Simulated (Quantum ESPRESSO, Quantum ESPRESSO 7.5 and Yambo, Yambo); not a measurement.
## A GW chain in Yambo: CuI (Marshite)

How does a plane-wave GW calculation on CuI (Marshite) run from the first input to the gap?

Method: PBE and many-body steps on it, plane waves, in Quantum ESPRESSO 7.5 and Yambo 5.3.0.

The database entry behind the starting cell differs from later determinations by our own check (about 0.15 % long (mineral sample)), so it need not match the best structure at ambient conditions.

In doubt: a PseudoDojo file used here is known to give poor structures and forces, which bears on pressures, cells, forces and phonons.

## 1. The structure

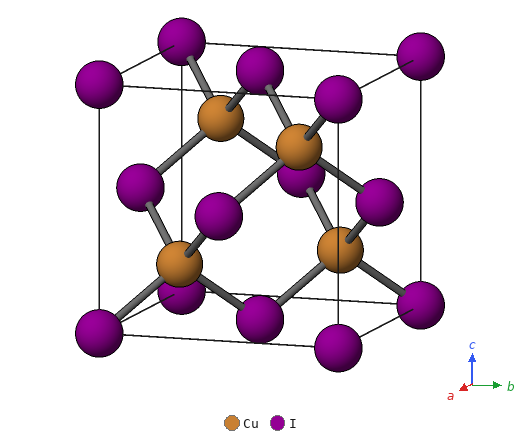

The starting structure, seen slightly off an axis (copper orange, iodine purple). This picture shows the conventional cell, with its axes. Bonds to atoms that aren't drawn are left out. Some periodic images of atoms are drawn too.

The cell and positions come from the Crystallography Open Database and are kept as given unless a step says otherwise. Spin-orbit coupling is left out unless a step names it.

## 2. Ground state

This step: Quantum ESPRESSO 7.5; DFT, PBE, plane waves, norm-conserving pseudopotentials.

The ground-state density comes first.

Contents of pw.in:

```
&control
  calculation = 'scf'
  prefix = 'x'
  outdir = 'o'
  pseudo_dir = 'pseudo'
/
&system
  ibrav = 0
  nat = 2
  ntyp = 2
  ecutwfc = 84.0
  nbnd = 27
  force_symmorphic = .true.
/
&electrons
  conv_thr = 1e-10
  electron_maxstep = 80
  mixing_beta = 0.5
/
ATOMIC_SPECIES
  Cu 63.546 Cu.upf
  I 126.9 I.upf
CELL_PARAMETERS angstrom
  0.0000000000 3.0315000000 3.0315000000
  3.0315000000 -0.0000000000 3.0315000000
  3.0315000000 3.0315000000 0.0000000000
ATOMIC_POSITIONS crystal
  Cu 0.2500000000 0.2500000000 0.2500000000
  I 0.0000000000 0.0000000000 0.0000000000
K_POINTS automatic
  6 6 6 0 0 0
```

The run is started by

```bash
$ OMP_NUM_THREADS=1 mpirun -n 4 pw.x -nk 4 -in pw.in > pw.out
```

The program printed:

```text
Program PWSCF v.7.5 starts

     This program is part of the open-source Quantum ESPRESSO suite
     for quantum simulation of materials; please cite
         "P. Giannozzi et al., J. Phys.:Condens. Matter 21 395502 (2009);
         "P. Giannozzi et al., J. Phys.:Condens. Matter 29 465901 (2017);
         "P. Giannozzi et al., J. Chem. Phys. 152 154105 (2020);
     in publications or presentations arising from this work. More details at
     Message from routine setup:
     using ibrav=0 with symmetry is DISCOURAGED, use correct ibrav instead

     G-vector sticks info

     bravais-lattice index     =            0
     lattice parameter (alat)  =       8.1016  a.u.
     unit-cell volume          =     376.0099 (a.u.)^3
     number of atoms/cell      =            2
     number of atomic types    =            2
     number of electrons       =        44.00
     number of Kohn-Sham states=           27
     kinetic-energy cutoff     =      84.0000  Ry
     charge density cutoff     =     336.0000  Ry
     scf convergence threshold =      1.0E-10
     mixing beta               =       0.5000
     number of iterations used =            8  plain     mixing
     Exchange-correlation= PBE
                           (   1   4   3   4   0   0   0)

     celldm(1)=   8.101612  celldm(2)=   0.000000  celldm(3)=   0.000000
     celldm(4)=   0.000000  celldm(5)=   0.000000  celldm(6)=   0.000000

     crystal axes: (cart. coord. in units of alat)
               a(1) = (   0.000000   0.707107   0.707107 )
               a(2) = (   0.707107  -0.000000   0.707107 )
               a(3) = (   0.707107   0.707107   0.000000 )

     reciprocal axes: (cart. coord. in units 2 pi/alat)
               b(1) = ( -0.707107  0.707107  0.707107 )
               b(2) = (  0.707107 -0.707107  0.707107 )
               b(3) = (  0.707107  0.707107 -0.707107 )
     Pseudo is Norm-conserving + core correction, Zval = 19.0
     Generated using ONCVPSP code by D. R. Hamann
     Using radial grid of 1492 points,  6 beta functions with:
     Pseudo is Norm-conserving + core correction, Zval = 25.0
     Generated using ONCVPSP code by D. R. Hamann
     Using radial grid of 1188 points,  8 beta functions with:
     Cu               19.00    63.54600     Cu( 1.00)
     I                25.00   126.90000     I ( 1.00)

     24 Sym. Ops. (no inversion) found

   Cartesian axes

     site n.     atom                  positions (alat units)
         1        Cu     tau(   1) = (   0.3535534   0.3535534   0.3535534  )
         2        I      tau(   2) = (   0.0000000   0.0000000   0.0000000  )

     number of k points=    16
                       cart. coord. in units 2pi/alat
        k(    1) = (   0.0000000   0.0000000   0.0000000), wk =   0.0092593
        k(    2) = (   0.1178511   0.1178511  -0.1178511), wk =   0.0740741
        k(    3) = (   0.2357023   0.2357023  -0.2357023), wk =   0.0740741
        k(    4) = (  -0.3535534  -0.3535534   0.3535534), wk =   0.0370370
        k(    5) = (   0.2357023   0.0000000  -0.0000000), wk =   0.0555556
        k(    6) = (   0.3535534   0.1178511  -0.1178511), wk =   0.2222222
        k(    7) = (  -0.2357023  -0.4714045   0.4714045), wk =   0.2222222
        k(    8) = (  -0.1178511  -0.3535534   0.3535534), wk =   0.2222222
        k(    9) = (   0.0000000  -0.2357023   0.2357023), wk =   0.1111111
        k(   10) = (   0.4714045   0.0000000  -0.0000000), wk =   0.0555556
     [... 4 further rows ...]
        k(   15) = (  -0.1178511  -0.3535534   0.5892557), wk =   0.2222222
        k(   16) = (  -0.7071068   0.2357023   0.0000000), wk =   0.1111111

     Dense  grid:    39189 G-vectors     FFT dimensions: (  48,  48,  48)

     Initial potential from superposition of free atoms

     starting charge      43.9996, renormalised to      44.0000
     Starting wfcs are   23 randomized atomic wfcs +    4 random wfcs

     per-process dynamical memory:    34.5 Mb

     Self-consistent Calculation

     iteration #  1     ecut=    84.00 Ry     beta= 0.50

     Threshold (ethr) on eigenvalues was too large:
     Diagonalizing with lowered threshold

     total energy              =   -1004.64241301 Ry
     estimated scf accuracy    <       0.07425751 Ry

     iteration #  2     ecut=    84.00 Ry     beta= 0.50

     total energy              =   -1004.66553308 Ry
     estimated scf accuracy    <       0.06640166 Ry

     iteration #  3     ecut=    84.00 Ry     beta= 0.50

     total energy              =   -1004.67483485 Ry
     estimated scf accuracy    <       0.00140042 Ry

     iteration #  4     ecut=    84.00 Ry     beta= 0.50

     total energy              =   -1004.67512242 Ry
     estimated scf accuracy    <       0.00084776 Ry

     iteration #  5     ecut=    84.00 Ry     beta= 0.50

     total energy              =   -1004.67526120 Ry
     estimated scf accuracy    <       0.00000621 Ry

     iteration #  6     ecut=    84.00 Ry     beta= 0.50

     total energy              =   -1004.67525988 Ry
     estimated scf accuracy    <       0.00001651 Ry

     iteration #  7     ecut=    84.00 Ry     beta= 0.50

     total energy              =   -1004.67526477 Ry
     estimated scf accuracy    <       0.00000369 Ry

     iteration #  8     ecut=    84.00 Ry     beta= 0.50

     total energy              =   -1004.67526522 Ry
     estimated scf accuracy    <       0.00000010 Ry

     iteration #  9     ecut=    84.00 Ry     beta= 0.50

     total energy              =   -1004.67526523 Ry
     estimated scf accuracy    <          8.7E-09 Ry

     iteration # 10     ecut=    84.00 Ry     beta= 0.50

     total energy              =   -1004.67526523 Ry
     estimated scf accuracy    <          8.6E-09 Ry

     iteration # 11     ecut=    84.00 Ry     beta= 0.50

     End of self-consistent calculation

          k = 0.0000 0.0000 0.0000 (  4909 PWs)   bands (ev):

  -167.0560-113.9829-113.9829-113.9829-102.3482 -59.7749 -59.7749 -59.7749
   -36.5976 -36.5976 -36.5952 -36.5952 -36.5952  -4.8943   5.5003   5.5003
     5.5003   7.3186   7.3186   9.1591   9.1591   9.1591  10.2556  14.0271
    14.0271  14.0271  17.2831

          k = 0.1179 0.1179-0.1179 (  4870 PWs)   bands (ev):

  -167.0560-113.9828-113.9828-113.9828-102.3482 -59.7748 -59.7748 -59.7748
   -36.5942 -36.5942 -36.5936 -36.5874 -36.5874  -4.7695   4.9894   5.5088
     5.5088   7.3098   7.3098   8.2966   8.9664   8.9664  11.1872  14.0221
    14.3750  14.3750  17.9718

          k = 0.2357 0.2357-0.2357 (  4879 PWs)   bands (ev):

  -167.0560-113.9828-113.9828-113.9828-102.3482 -59.7748 -59.7748 -59.7748
   -36.5953 -36.5953 -36.5926 -36.5874 -36.5874  -4.4958   4.0114   5.5190
     5.5190   7.3210   7.3210   7.6146   8.6206   8.6206  11.3723  14.6367
    14.6367  15.5573  17.7768

          k =-0.3536-0.3536 0.3536 (  4910 PWs)   bands (ev):

     [... further k-points ...]

     highest occupied, lowest unoccupied level (ev):     9.1591   10.2556

!    total energy              =   -1004.67526523 Ry
     estimated scf accuracy    <          2.5E-12 Ry

     The total energy is the sum of the following terms:
     one-electron contribution =    -810.28903411 Ry
     hartree contribution      =     392.75897309 Ry
     xc contribution           =    -126.08869929 Ry
     ewald contribution        =    -461.05650492 Ry

     convergence has been achieved in  11 iterations

     XML data file, charge density, pseudopotentials, collected wavefunctions

=------------------------------------------------------------------------------=
   JOB DONE.
=------------------------------------------------------------------------------=
```

It took 12 s on 4 MPI ranks of Arm Neoverse V1, shared host; peak memory 0.33 GiB.

This step gave:

```yaml
total_energy: -13669.3033 eV
gap: 1.096 eV
k_of_the_valence_top: 0, 0, 0
k_of_the_conduction_bottom: 0, 0, 0
least_direct_gap: 1.096 eV
```

The gap is direct, at Γ.

## 3. Bands along the symmetry lines

Levels along a band path, at the cheap level, show where the edges lie and whether the meshes to come will hold them.

Contents of pw.in:

```
&control
  calculation = 'bands'
  prefix = 'x'
  outdir = 'o'
  pseudo_dir = 'pseudo'
/
&system
  ibrav = 0
  nat = 2
  ntyp = 2
  ecutwfc = 84.0
  nbnd = 28
  force_symmorphic = .true.
/
&electrons
  conv_thr = 1e-9
  electron_maxstep = 80
  diago_full_acc = .true.
  diago_thr_init = 5e-6
/
ATOMIC_SPECIES
  Cu 63.546 Cu.upf
  I 126.9 I.upf
CELL_PARAMETERS angstrom
  0.0000000000 3.0315000000 3.0315000000
  3.0315000000 -0.0000000000 3.0315000000
  3.0315000000 3.0315000000 0.0000000000
ATOMIC_POSITIONS crystal
  Cu 0.2500000000 0.2500000000 0.2500000000
  I 0.0000000000 0.0000000000 0.0000000000
K_POINTS crystal
  50
  0.00000000 0.00000000 0.00000000 1
  -0.06250000 -0.06250000 0.00000000 1
  -0.12500000 -0.12500000 0.00000000 1
  -0.18750000 -0.18750000 0.00000000 1
  -0.25000000 -0.25000000 0.00000000 1
  -0.31250000 -0.31250000 0.00000000 1
  -0.37500000 -0.37500000 0.00000000 1
  -0.43750000 -0.43750000 0.00000000 1
  -0.50000000 -0.50000000 0.00000000 1
  -0.48437500 -0.48437500 0.03125000 1
  -0.46875000 -0.46875000 0.06250000 1
  -0.45312500 -0.45312500 0.09375000 1
  -0.43750000 -0.43750000 0.12500000 1
  -0.42187500 -0.42187500 0.15625000 1
  -0.40625000 -0.40625000 0.18750000 1
  -0.39062500 -0.39062500 0.21875000 1
  -0.37500000 -0.37500000 0.25000000 1
  -0.37500000 0.00000000 0.37500000 1
  -0.32812500 0.00000000 0.32812500 1
  -0.28125000 0.00000000 0.28125000 1
  -0.23437500 0.00000000 0.23437500 1
  -0.18750000 0.00000000 0.18750000 1
  -0.14062500 0.00000000 0.14062500 1
  -0.09375000 0.00000000 0.09375000 1
  -0.04687500 0.00000000 0.04687500 1
  0.00000000 0.00000000 0.00000000 1
  0.00000000 0.00000000 0.06250000 1
  0.00000000 0.00000000 0.12500000 1
  0.00000000 0.00000000 0.18750000 1
  0.00000000 0.00000000 0.25000000 1
  0.00000000 0.00000000 0.31250000 1
  0.00000000 0.00000000 0.37500000 1
  0.00000000 0.00000000 0.43750000 1
  -0.00000000 0.00000000 0.50000000 1
  -0.06250000 -0.03125000 0.46875000 1
  -0.12500000 -0.06250000 0.43750000 1
  -0.18750000 -0.09375000 0.40625000 1
  -0.25000000 -0.12500000 0.37500000 1
  -0.31250000 -0.15625000 0.34375000 1
  -0.37500000 -0.18750000 0.31250000 1
  -0.43750000 -0.21875000 0.28125000 1
  -0.50000000 -0.25000000 0.25000000 1
  -0.50000000 -0.28125000 0.21875000 1
  -0.50000000 -0.31250000 0.18750000 1
  -0.50000000 -0.34375000 0.15625000 1
  -0.50000000 -0.37500000 0.12500000 1
  -0.50000000 -0.40625000 0.09375000 1
  -0.50000000 -0.43750000 0.06250000 1
  -0.50000000 -0.46875000 0.03125000 1
  -0.50000000 -0.50000000 0.00000000 1
```

The program printed:

```text
[banner, memory and clock lines left out]
Program PWSCF v.7.5 starts

     Atomic positions and unit cell read from directory:
     o/x.save/

     Message from routine setup:
     using ibrav=0 with symmetry is DISCOURAGED, use correct ibrav instead

     G-vector sticks info

     bravais-lattice index     =            0
     lattice parameter (alat)  =       8.1016  a.u.
     unit-cell volume          =     376.0099 (a.u.)^3
     number of atoms/cell      =            2
     number of atomic types    =            2
     number of electrons       =        44.00
     number of Kohn-Sham states=           28
     kinetic-energy cutoff     =      84.0000  Ry
     charge density cutoff     =     336.0000  Ry
     Exchange-correlation= PBE
                           (   1   4   3   4   0   0   0)

     celldm(1)=   8.101612  celldm(2)=   0.000000  celldm(3)=   0.000000
     celldm(4)=   0.000000  celldm(5)=   0.000000  celldm(6)=   0.000000

     crystal axes: (cart. coord. in units of alat)
               a(1) = (   0.000000   0.707107   0.707107 )
               a(2) = (   0.707107  -0.000000   0.707107 )
               a(3) = (   0.707107   0.707107   0.000000 )

     reciprocal axes: (cart. coord. in units 2 pi/alat)
               b(1) = ( -0.707107  0.707107  0.707107 )
               b(2) = (  0.707107 -0.707107  0.707107 )
               b(3) = (  0.707107  0.707107 -0.707107 )
     Pseudo is Norm-conserving + core correction, Zval = 19.0
     Generated using ONCVPSP code by D. R. Hamann
     Using radial grid of 1492 points,  6 beta functions with:
     Pseudo is Norm-conserving + core correction, Zval = 25.0
     Generated using ONCVPSP code by D. R. Hamann
     Using radial grid of 1188 points,  8 beta functions with:
     Cu               19.00    63.54600     Cu( 1.00)
     I                25.00   126.90000     I ( 1.00)

     24 Sym. Ops. (no inversion) found

   Cartesian axes

     site n.     atom                  positions (alat units)
         1        Cu     tau(   1) = (   0.3535534   0.3535534   0.3535534  )
         2        I      tau(   2) = (   0.0000000   0.0000000   0.0000000  )

     number of k points=    50
                       cart. coord. in units 2pi/alat
        k(    1) = (   0.0000000   0.0000000   0.0000000), wk =   0.0400000
        k(    2) = (   0.0000000   0.0000000  -0.0883883), wk =   0.0400000
        k(    3) = (   0.0000000   0.0000000  -0.1767767), wk =   0.0400000
[...]
[... 38 further rows ...]
        k(   49) = (   0.0441942  -0.0000000  -0.7071068), wk =   0.0400000
        k(   50) = (   0.0000000   0.0000000  -0.7071068), wk =   0.0400000

     Dense  grid:    39189 G-vectors     FFT dimensions: (  48,  48,  48)

     The potential is recalculated from file :
     o/x.save/charge-density

     Starting wfcs are   23 randomized atomic wfcs +    5 random wfcs

     Band Structure Calculation

     End of band structure calculation

          k = 0.0000 0.0000 0.0000 (  4909 PWs)   bands (ev):

  -167.0560-113.9828-113.9828-113.9828-102.3482 -59.7749 -59.7749 -59.7749
   -36.5976 -36.5976 -36.5952 -36.5952 -36.5952  -4.8943   5.5003   5.5003
     5.5003   7.3186   7.3186   9.1591   9.1591   9.1591  10.2556  14.0271
    14.0271  14.0271  17.2832  18.8735

          k = 0.0000 0.0000-0.0884 (  4925 PWs)   bands (ev):

  -167.0560-113.9829-113.9829-113.9828-102.3482 -59.7750 -59.7750 -59.7749
   -36.5994 -36.5985 -36.5985 -36.5982 -36.5949  -4.8696   5.4099   5.4956
[...]
14.1755  14.1755  17.5784  18.1738

          k = 0.0000 0.0000-0.1768 (  4897 PWs)   bands (ev):

  -167.0560-113.9829-113.9829-113.9828-102.3482 -59.7749 -59.7749 -59.7748
[...]
14.5885  14.5885  17.0946  18.4674

          k =-0.0000 0.0000-0.2652 (  4905 PWs)   bands (ev):

[...]
k = 0.0000 0.0000-0.3536 (  4865 PWs)   bands (ev):

[...]
k = 0.0000-0.0000-0.4419 (  4897 PWs)   bands (ev):

[...]
k =-0.0000 0.0000-0.5303 (  4884 PWs)   bands (ev):

[...]
k = 0.0000-0.0000-0.6187 (  4888 PWs)   bands (ev):

[...]
k = 0.5303-0.0000-0.5303 (  4914 PWs)   bands (ev):

[...]
k = 0.0000 0.0000 0.0000 (  4909 PWs)   bands (ev):

[...]
k = 0.1326 0.0000-0.7071 (  4890 PWs)   bands (ev):

[...]
k = 0.0884-0.0000-0.7071 (  4884 PWs)   bands (ev):

[...]
k = 0.0442-0.0000-0.7071 (  4882 PWs)   bands (ev):

  -167.0560-113.9828-113.9828-113.9828-102.3482 -59.7749 -59.7748 -59.7748
[...]
18.1644  18.7147  18.9658  20.7298

          k = 0.0000 0.0000-0.7071 (  4880 PWs)   bands (ev):

  -167.0560-113.9828-113.9828-113.9828-102.3482 -59.7749 -59.7748 -59.7748
   -36.5931 -36.5931 -36.5925 -36.5916 -36.5867  -4.1574   3.5576   5.3813
     5.3814   7.2933   7.3713   7.4075   7.6717   7.6717  11.8621  12.0485
    18.3107  18.8995  18.8995  20.6969

     XML data file, pseudopotentials, collected wavefunctions
```

The job ended after 8 s (4 MPI ranks; peak memory 0.27 GiB).

This step gave:

| Property | Result |
| --- | --- |
| gap | 1.096 eV |
| k of the valence top | 0, 0, 0 |
| k of the conduction bottom | 0, 0, 0 |
| least direct gap | 1.096 eV |

The gap is 1.096 eV, as in the run before at this level.

Electronic bands along the path, in eV, zero at the top of the highest filled band:

```tsv
point	band 19	band 20	band 21	band 22	band 23	band 24	band 25	band 26
Γ	-1.84	0.00	0.00	0.00	1.10	4.87	4.87	4.87
X	-1.79	-1.75	-1.49	-1.49	2.70	2.89	9.15	9.74
U	-1.81	-1.70	-1.50	-1.24	3.08	4.60	7.53	7.86
jump to K	-1.81	-1.70	-1.50	-1.24	3.08	4.60	7.53	7.86
Γ	-1.84	0.00	0.00	0.00	1.10	4.87	4.87	4.87
L	-1.81	-1.77	-0.71	-0.71	2.12	5.41	5.41	7.37
W	-1.89	-1.76	-1.59	-1.25	4.47	4.65	6.00	6.38
X	-1.79	-1.75	-1.49	-1.49	2.70	2.89	9.15	9.74
```

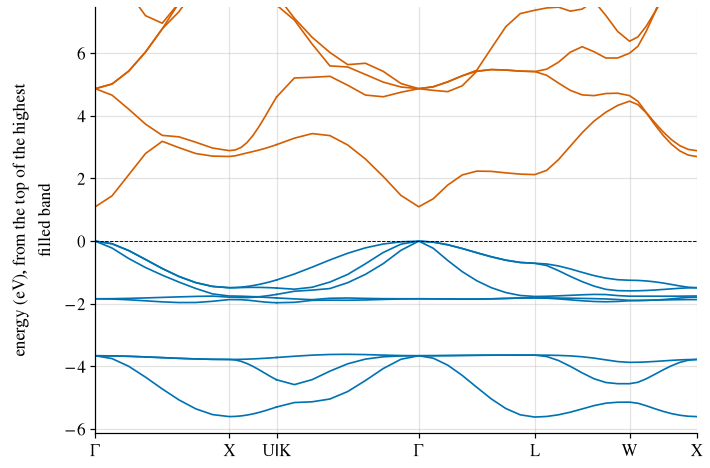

Electronic bands along the path; lines of filled and empty bands in two colours.

[end of part 1 of 3]

[Paths, hosts, dates, memory and timing lines, banners, echoed tables and standing remarks are left out of the program output.]

[Logs are printed without paths, hosts, clocks, repeated set-up lines and the standing remarks that a program may print on its own settings, such as how far it seeks lower states.]

[Runs of the session that timed out or met a known fault of the program may be left out.]

[Hosts, paths, dates, database ids (printed as entryN), source tags and the programs' standing remarks are cut or masked in the printed files.]
